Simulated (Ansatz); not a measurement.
**ZrN under a change: N on a Zr site (antisite), symmetric start**

Take a 16-atom supercell of ZrN in the rock salt structure (space group Fm-3m, No. 225; a = 4.5523 Å) at its relaxed geometry as the base.

Perturbation: a neutral N on a Zr site (antisite), symmetric start, atoms relaxed at fixed cell.

Calculations: DFT with PBEsol, PAW potentials and a 420 eV plane-wave cutoff in Ansatz (a quantum-chemistry and plane-wave program), scalar-relativistic without spin-orbit coupling. Γ-centred 7×7×7 mesh, Fermi–Dirac width 0.05 eV.

```json
[
 {"quantity": "energy gained by relaxation", "base": "–", "changed": "0.40 eV", "shift": "–"},
 {"quantity": "largest displacement of a host atom from its site in the perfect cell", "base": "–", "changed": "0.12 Å", "shift": "–"},
 {"quantity": "mean distance from the defect site to its nearest host atoms", "base": "228 pm", "changed": "240 pm", "shift": "+12 pm"}
]
```

Final structure:

```
CELL_PARAMETERS angstrom
      0.00000     4.55229     4.55229
      4.55229     0.00000     4.55229
      4.55229     4.55229     0.00000
ATOMIC_POSITIONS crystal
  N  0.00000 0.00000 0.00000
  N  0.98669 0.98669 0.51331
  N  0.98669 0.51331 0.98669
  N  0.98669 0.51331 0.51331
  N  0.51331 0.98669 0.98669
  N  0.51331 0.98669 0.51331
  N  0.51331 0.51331 0.98669
  N  0.50000 0.50000 0.50000
  N  0.25000 0.25000 0.25000
  Zr 0.25000 0.25000 0.75000
  Zr 0.25000 0.75000 0.25000
  Zr 0.25000 0.75000 0.75000
  Zr 0.75000 0.25000 0.25000
  Zr 0.75000 0.25000 0.75000
  Zr 0.75000 0.75000 0.25000
  Zr 0.75000 0.75000 0.75000
```

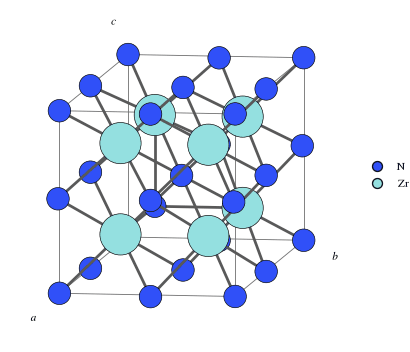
Figure: The relaxed cell after the change

Cost of the whole job for the changed cell (relaxation, final SCF and bands): about 2.1 core-minutes (a rough figure).

In so small a cell the defect repeats every few ångströms: this is an ordered compound, not a dilute defect. The defect started on the symmetric site and kept its symmetry, so it may sit on a saddle. The final runs are not spin-polarised. An odd electron count without spin: Zr7N9 and ZrN. The defect cell is not spin-polarised.
